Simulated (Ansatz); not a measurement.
## Electronic structure of BH$_{5}$Si···CH$_{4}$ in real space

| atom | x (Å) | y (Å) | z (Å) |
| --- | --- | --- | --- |
| B | -0.1821 | -0.6347 | -0.0632 |
| C | 0.0937 | 0.3915 | 2.5282 |
| H | -0.7964 | 0.5111 | 3.1504 |
| H | 0.9809 | 0.2354 | 3.1462 |
| H | 0.2284 | 1.2684 | 1.8927 |
| H | 0.8753 | -0.1257 | -0.3037 |
| H | -1.1620 | 0.0499 | -0.1458 |
| Si | -0.3374 | -2.6347 | 0.1662 |
| H | -0.4969 | -3.2048 | -1.2107 |
| H | 0.8710 | -3.2704 | 0.7715 |
| H | -1.5265 | -3.0617 | 0.9622 |
| H | -0.0456 | -0.5192 | 1.9175 |

These are results of RKS PBE0-D4/6-31G* (Ansatz 0.2.0), not measurements.

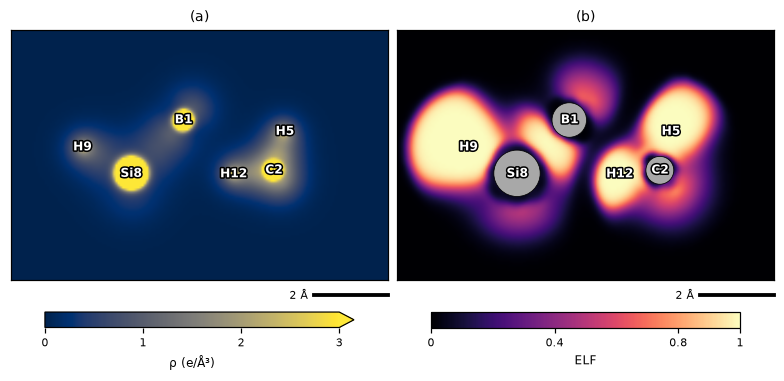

Figure 1. (a) total electron density; (b) ELF on the plane of atoms B1, Si8 and H9. Grey discs cover the atomic cores in the ELF map.

> Interpret the plot.

The section cuts through B, C, H and Si sites. B1···H12 (1.99 Å): the density falls to about 0.14 e/Å³ on the way; the ELF climbs to about 1 towards the hydrogen, as it does in any bond to H. Si–B (2.02 Å): ρ is about 0.79 e/Å³ halfway; the ELF peaks at about 1 between the atoms; localised, covalent bonding. C–H (1.09 Å): ρ is about 1.9 e/Å³ halfway; the ELF climbs to about 1 towards the hydrogen (a covalent bond by its length). Si–H (1.50 Å): ρ at the midpoint is about 0.75 e/Å³; the ELF climbs to about 1 towards the hydrogen.

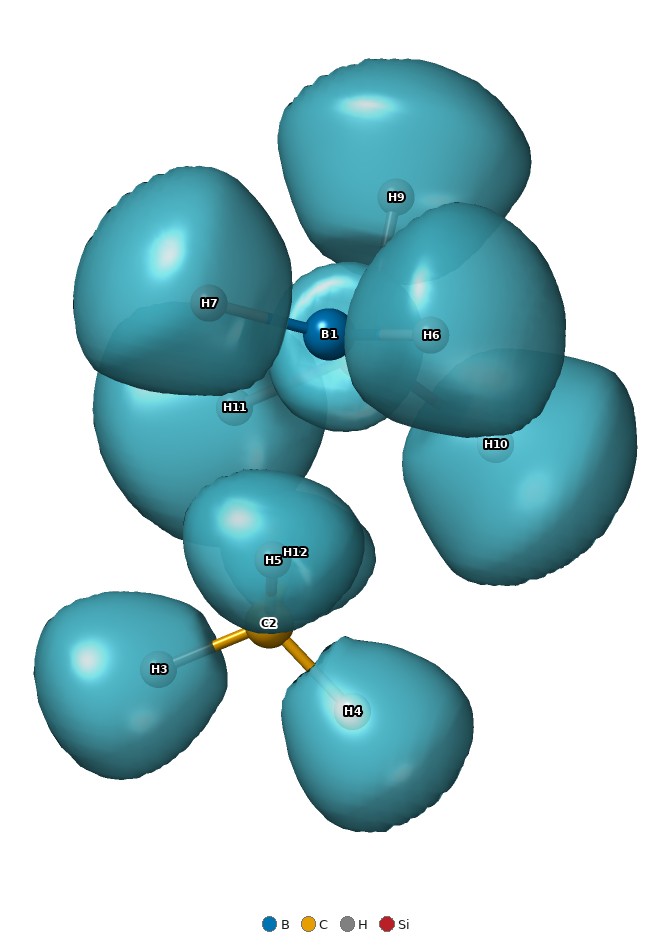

Figure 2. Isosurface of the electron localisation function at 0.85 (cyan), seen at an oblique angle. Core shells and regions of very low density are left out.

> What do the ELF domains correspond to?

At this value the surface marks out one region between bonded B–Si atoms (shared pairs) and nine regions around hydrogen nuclei.

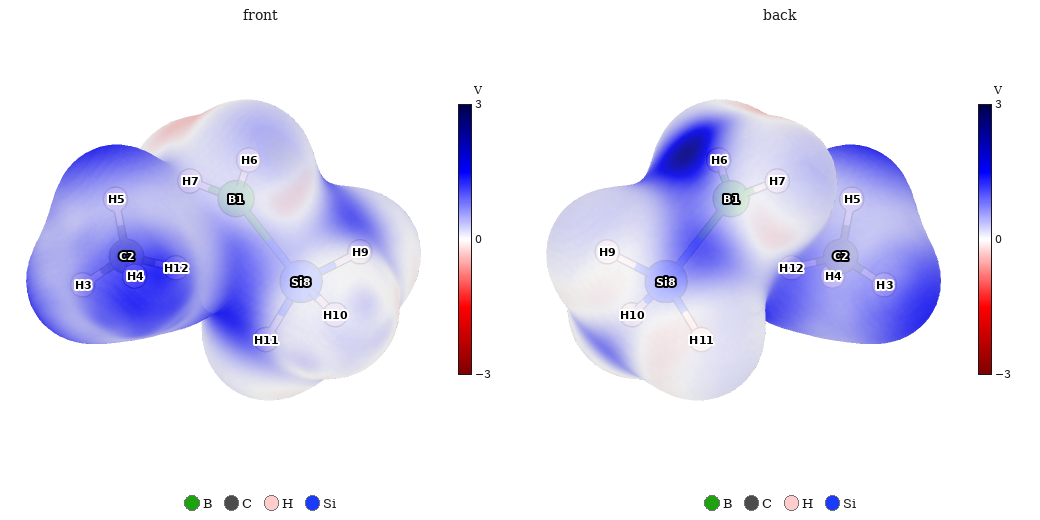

Figure 3. The molecular electrostatic potential painted on the density surface at 0.004 e/bohr³, seen from the front and from behind; red is negative and blue positive.

> Where is the surface potential most negative and most positive?

The most negative region (about −0.3 V) lies over H6, the most positive (about +2.2 V) over B1.

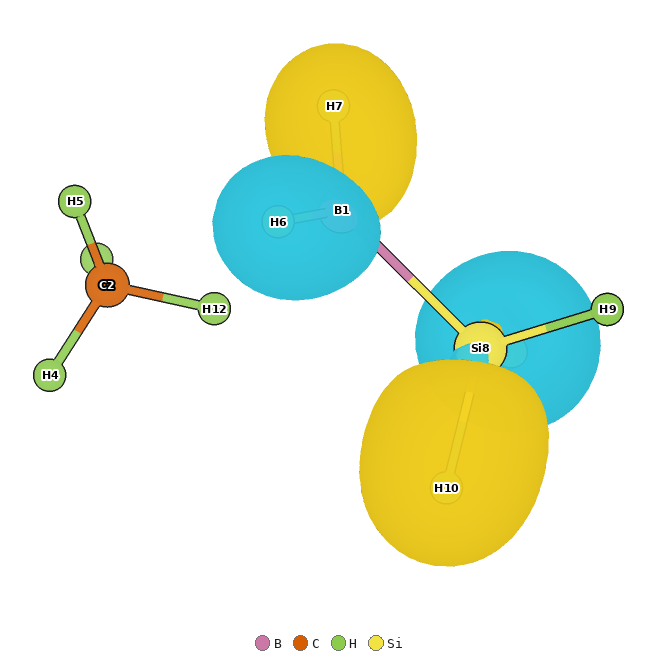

Figure 4. The HOMO−1 at ±0.15 Å⁻³ᐟ² (yellow and cyan are the two phases), seen at an oblique angle.

> Where does this orbital lie, and at what energy?

Its weight (Hirshfeld) is mainly on Si8 (about 25 %), H10 (about 20 %), H11 (about 20 %), B1 (about 15 %), H6 (about 10 %) and H7 (about 10 %). Its energy is −9.13 eV.
